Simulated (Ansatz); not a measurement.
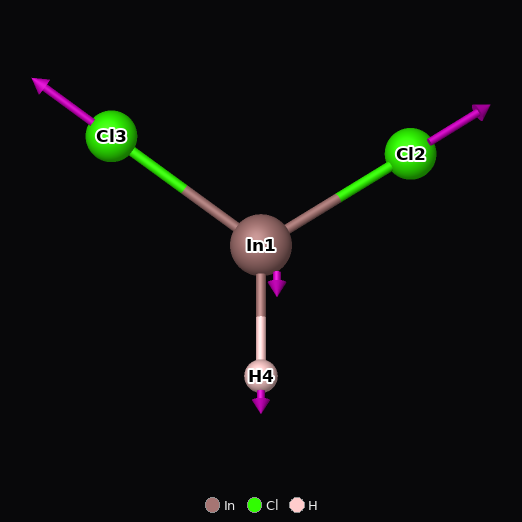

The arrows show one normal mode. Harmonic vibrations computed with RKS PBE0-D4/def2-TZVP, core potentials on In (Ansatz 0.2.0) at a stationary point of the same level.

**What kind of motion is it?**

Mostly in-phase stretching of 2 In–Cl bonds.

**Estimate its harmonic wavenumber.**

367 cm⁻¹; it is mode 3 of 6 counted from the lowest.
